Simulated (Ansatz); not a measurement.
## Fields on a plane of ZnS (zinc blende)

```yaml
crystal:
  lattice:
    - [0.00000, 2.72172, 2.72172]
    - [2.72172, 0.00000, 2.72172]
    - [2.72172, 2.72172, 0.00000]
  atoms:
    - { symbol: S, position: [0.75000, 0.75000, 0.75000] }
    - { symbol: Zn, position: [0.00000, 0.00000, 0.00000] }
```

The slice is a {100} plane (indices of the conventional cell) through the point (0.750, 0.750, 0.750) (fractional), spanned by u = [100] and v = [0 1 -1] in vectors of this cell: u (3.85 Å) and v (3.85 Å, at 90° to u). It covers one period; positions are fractions (u, v).

Atoms on it: S at (0.00, 0.00).

Calculation: PBE (plane waves to 420 eV, PAW, scalar-relativistic; Ansatz, an electronic-structure program). k mesh 10×10×10. Near the nuclei the fields are pseudised (PAW); where an atom keeps semicore shells as valence, they peak there. ZnS was relaxed with its symmetry unable to fall.

```
|#%@@@@@%##*****##%@@@@@%|
|@@@@@@%%##*****##%%@@@@@|
|@@@@@@%%#*******#%%@@@@@|
|@@@@@%%##*******##%%@@@@|
|@@@@%%##**+++++**##%%@@@|
|@@%%%##**+++++++**##%%%@|
|%%%%##**++++=++++**##%%%|
|#####**+++=====+++**####|
|###***+++=======+++***##|
|*****+++====-====+++****|
|*****+++===---===+++****|
|*****++====----===++****|
|*****+++===---===+++****|
|*****+++====-====+++****|
|###***+++=======+++***##|
|#####**+++=====+++**####|
|%%%%##**++++=++++**##%%%|
|@@%%%##**+++++++**##%%%@|
|@@@@%%##**+++++**##%%@@@|
|@@@@@%%##*******##%%@@@@|
|@@@@@@%%#*******#%%@@@@@|
|@@@@@@%%##*****##%%@@@@@|
|#%@@@@@%##*****##%@@@@@%|
| #@@@@@%##*****##%@@@@@#|
```
Scale: ten equal steps from -3.00 (start of ' ') to 0.05 (end of '@'), in the order ' .:-=+*#%@'. Values: log₁₀ of the valence density in e/Å³. The map has 24 points along u (one character each, u = 0 at the left) and 24 along v (v = 0 in the bottom row). The scale is logarithmic, as a density can span decades between atoms and voids; values under 0.001 e/Å³ are set to 0.001.

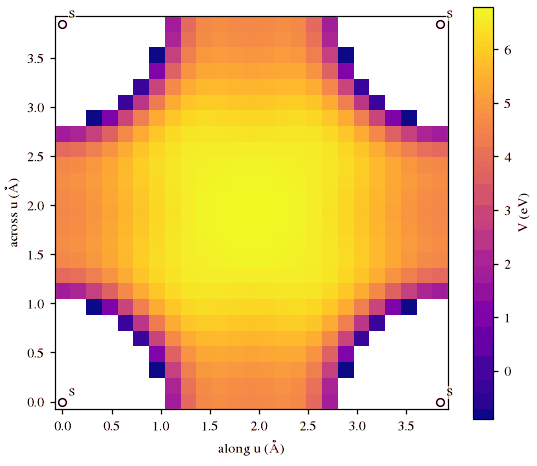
Electrostatic potential energy of an electron, from the cell's mean, in eV, one period of the plane, atoms marked. Points within 1 Å of a nucleus are left white, as the pseudised field means little there. The zero, the cell's mean, hangs on the PAW cores.
